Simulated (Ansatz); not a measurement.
# C2H3FOS: an energy map over bond length C2–C3 and dihedral O1–C2–C3–S5, part 2 of 2

How does the energy of C2H3FOS, SMILES O=CC(F)S change over two coordinates at once? A grid of runs gives the map.

Ansatz 0.2.0; RKS PBE0-D4/def2-TZVP. The steps go on from the part before.

## Step 6: The run at bond length C2–C3 = 1.412 Å, dihedral O1–C2–C3–S5 = 60°

input.yaml reads:

```yaml
crystal:
  periodic: [false, false, false]
  atoms:
    - { symbol: O, position_ang: [-0.684762, 1.591654, -0.400281] }
    - { symbol: C, position_ang: [-0.09512, 0.916611, 0.387467] }
    - { symbol: C, position_ang: [0.403793, -0.381389, 0.142465] }
    - { symbol: F, position_ang: [-0.718623, -1.167446, -0.065295] }
    - { symbol: S, position_ang: [1.590525, -0.478637, -1.179232] }
    - { symbol: H, position_ang: [0.097676, 1.250759, 1.426469] }
    - { symbol: H, position_ang: [0.887115, -0.756158, 1.05195] }
    - { symbol: H, position_ang: [1.170316, 0.636074, -1.802433] }
basis:
  gaussian: { orbitals: def2-TZVP }
hamiltonian:
  xc: pbe0
  dispersion: d4
output:
  forces: true
```

The run is started by

```
> ansatz run input.yaml --threads 1 --pin off --max-ram 2560MiB --backend cpu --events-out ev --progress --plain --runs-dir out
```

Standard output, shortened:

```text
Warning: RAYON_NUM_THREADS=1 ignored (pool sized by the plan → 1); use --threads N
[...]
Functional definition: PBE0
[...]
1070 factors; their error is unknown
[...]
mean field -17713.17246379 eV, -650.9470816248 hartree, gradient 3.6e-5 eV, S^2 0.000000; 0 other end points of the search recorded, 0 dependent functions left out
[...]
reference -17713.17248803 eV, -650.9470825156 hartree; 24, 24 occupied and 155, 155 virtual orbitals, 1070 factors
Total energy: -17713.30952850 eV, -650.9521186599 hartree
Atom 0 at    -0.684762     1.591654    -0.400281 Å, force    -0.253090     0.252537    -0.351416 eV/Å
Atom 1 at    -0.095120     0.916611     0.387467 Å, force    -0.554588     3.245309     1.162321 eV/Å
Atom 2 at     0.403793    -0.381389     0.142465 Å, force     0.847397    -3.392579    -0.303466 eV/Å
Atom 3 at    -0.718623    -1.167446    -0.065295 Å, force    -0.010702    -0.350960    -0.194780 eV/Å
Atom 4 at     1.590525    -0.478637    -1.179232 Å, force     0.195093     0.180957    -0.046561 eV/Å
Atom 5 at     0.097676     1.250759     1.426469 Å, force    -0.152202     0.385229     0.046987 eV/Å
Atom 6 at     0.887115    -0.756158     1.051950 Å, force     0.027664    -0.208604    -0.203416 eV/Å
Atom 7 at     1.170316     0.636074    -1.802433 Å, force    -0.099572    -0.111888    -0.109668 eV/Å
Dipole moment:     0.377514     0.011676     0.331465 e Å
```

Run time: 8.1 s. Hardware: 1 thread of Arm Neoverse V1, shared host; peak memory 0.36 GiB.

Energy on the map's scale: 33 kJ/mol.

## Step 7: Energy over the grid

81 points were computed. Energies in kJ/mol, from the relaxed molecule at the same level:

| dihedral O1–C2–C3–S5 (°) ↓, bond length C2–C3 (Å) → | 1.342 | 1.412 | 1.483 | 1.553 | 1.624 | 1.694 | 1.765 | 1.835 | 1.906 |
| --- | --- | --- | --- | --- | --- | --- | --- | --- | --- |
| 140 | 67 | 29 | 12 | 11 | 20 | 35 | 55 | 78 | 101 |
| 100 | 63 | 26 | 10 | 9 | 19 | 35 | 56 | 78 | 102 |
| 60 | 73 | 33 | 15 | 13 | 21 | 37 | 56 | 78 | 102 |
| 20 | 65 | 25 | 7 | 5 | 13 | 28 | 48 | 71 | 94 |
| −20 | 57 | 19 | 3 | 1 | 11 | 26 | 47 | 69 | 93 |
| −60 | 59 | 21 | 5 | 4 | 14 | 30 | 50 | 73 | 97 |
| −100 | 54 | 18 | 4 | 4 | 14 | 31 | 52 | 75 | 99 |
| −140 | 67 | 29 | 12 | 11 | 20 | 35 | 55 | 78 | 102 |
| −180 | 82 | 41 | 21 | 18 | 25 | 39 | 58 | 80 | 103 |

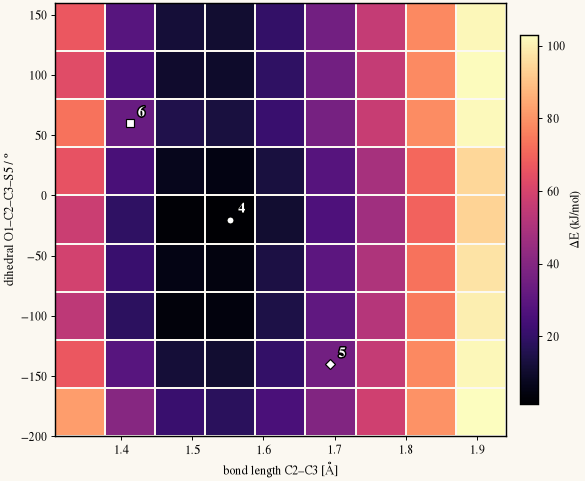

The map; numbers mark the steps of this session that print a point's run. The picture shows one coloured cell a grid point.

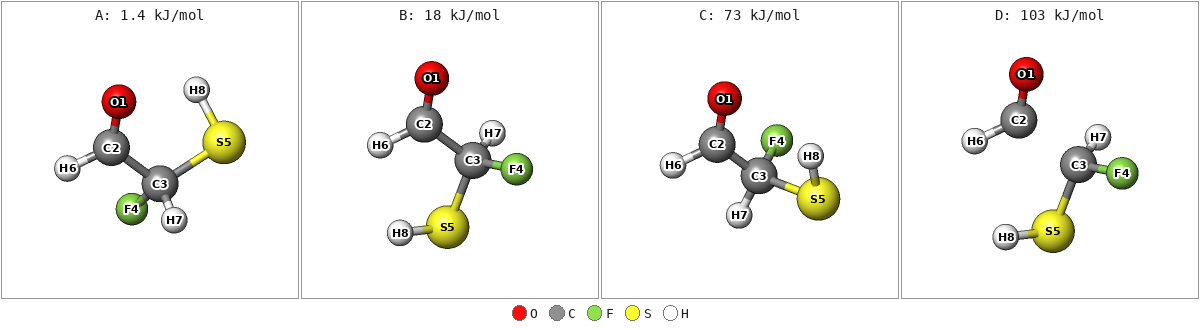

Structures on the grid, at one scale: A at bond length C2–C3 = 1.553 Å, dihedral O1–C2–C3–S5 = −20°; B at bond length C2–C3 = 1.553 Å, dihedral O1–C2–C3–S5 = −180°; C at bond length C2–C3 = 1.342 Å, dihedral O1–C2–C3–S5 = 60°; D at bond length C2–C3 = 1.906 Å, dihedral O1–C2–C3–S5 = −180°.

The dipole moment (D) at each point:

| dihedral O1–C2–C3–S5 (°) ↓, bond length C2–C3 (Å) → | 1.342 | 1.412 | 1.483 | 1.553 | 1.624 | 1.694 | 1.765 | 1.835 | 1.906 |
| --- | --- | --- | --- | --- | --- | --- | --- | --- | --- |
| 140 | 3.03 | 2.96 | 2.91 | 2.86 | 2.82 | 2.79 | 2.76 | 2.75 | 2.73 |
| 100 | 3.03 | 2.96 | 2.91 | 2.87 | 2.83 | 2.80 | 2.78 | 2.77 | 2.76 |
| 60 | 2.41 | 2.41 | 2.42 | 2.42 | 2.43 | 2.44 | 2.45 | 2.46 | 2.47 |
| 20 | 1.87 | 1.87 | 1.88 | 1.90 | 1.91 | 1.92 | 1.94 | 1.96 | 1.98 |
| −20 | 1.16 | 1.14 | 1.14 | 1.14 | 1.15 | 1.17 | 1.20 | 1.23 | 1.27 |
| −60 | 0.73 | 0.66 | 0.61 | 0.57 | 0.56 | 0.58 | 0.62 | 0.68 | 0.75 |
| −100 | 1.52 | 1.43 | 1.35 | 1.29 | 1.24 | 1.20 | 1.18 | 1.17 | 1.19 |
| −140 | 2.08 | 2.03 | 1.98 | 1.94 | 1.90 | 1.87 | 1.85 | 1.83 | 1.83 |
| −180 | 2.52 | 2.49 | 2.47 | 2.44 | 2.42 | 2.40 | 2.38 | 2.37 | 2.37 |

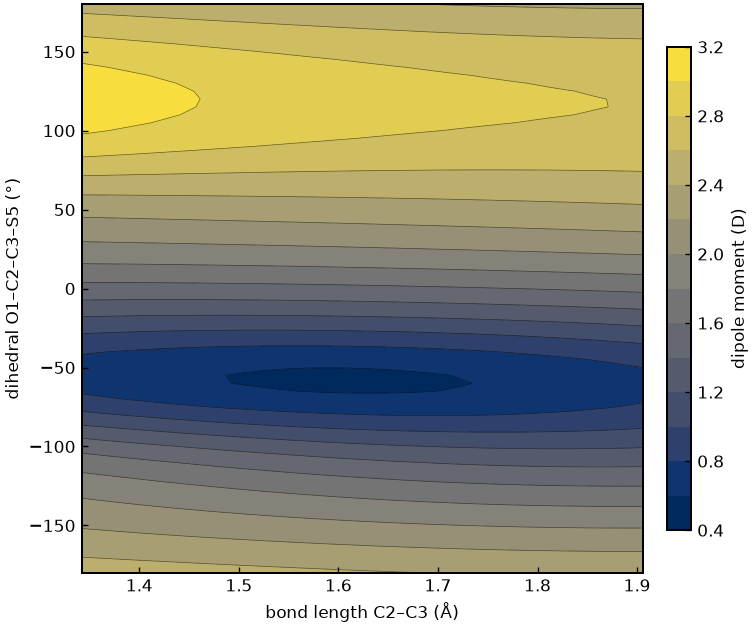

The dipole moment over the grid. Drawn: filled contours. Between grid points the surface is interpolated.

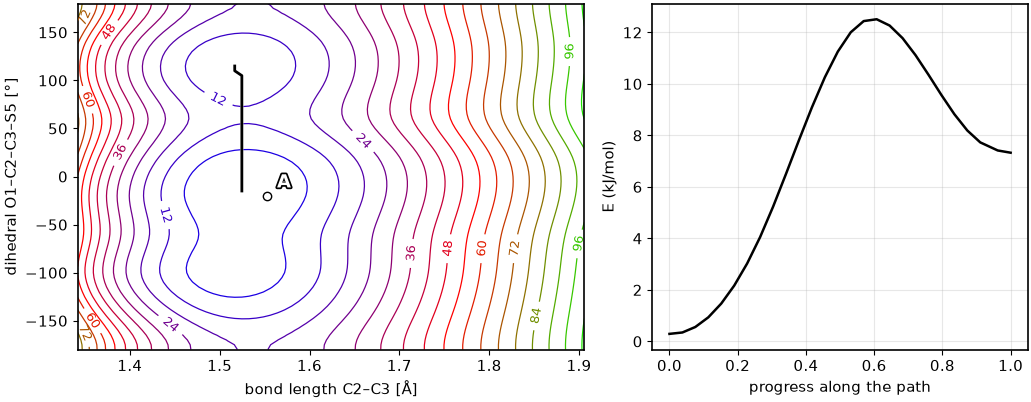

The easiest path on the interpolated surface, from A. The picture shows contour lines labelled in kJ/mol, a line along the lowest path, the energy along the path at the right. Between grid points the surface is interpolated.

## Step 8: Summary of results

This closing draws on all 2 parts.

| quantity | value |
| --- | --- |
| lowest point | bond length C2–C3 = 1.553 Å, dihedral O1–C2–C3–S5 = −20°, 1.4 kJ/mol |
| highest computed point | bond length C2–C3 = 1.906 Å, dihedral O1–C2–C3–S5 = −180°, 101 kJ/mol above the lowest |
| dipole moment (D) | 0.56 at bond length C2–C3 = 1.624 Å, dihedral O1–C2–C3–S5 = −60° to 3.03 at bond length C2–C3 = 1.342 Å, dihedral O1–C2–C3–S5 = 100°; 1.14 at the lowest point |
| time for the whole task | 13 min on 1 thread, shared host |

What this shows: The lowest computed point is at bond length C2–C3 = 1.553 Å, dihedral O1–C2–C3–S5 = −20°, 1.4 kJ/mol from the relaxed molecule at the same level. The grid is coarse, so the lowest point of the scanned range may lie between grid points; coordinates that were held can hide deeper minima. There is a further well near bond length C2–C3 = 1.553 Å, dihedral O1–C2–C3–S5 = 100° (8 kJ/mol above the lowest at that grid point). The highest computed point, bond length C2–C3 = 1.906 Å, dihedral O1–C2–C3–S5 = −180°, lies 101 kJ/mol above the lowest. On the interpolated surface the easiest way out of the lowest well to the well at bond length C2–C3 = 1.553 Å, dihedral O1–C2–C3–S5 = 100° passes a barrier of about 12 kJ/mol. Round the minimum the two coordinates are nearly uncoupled.
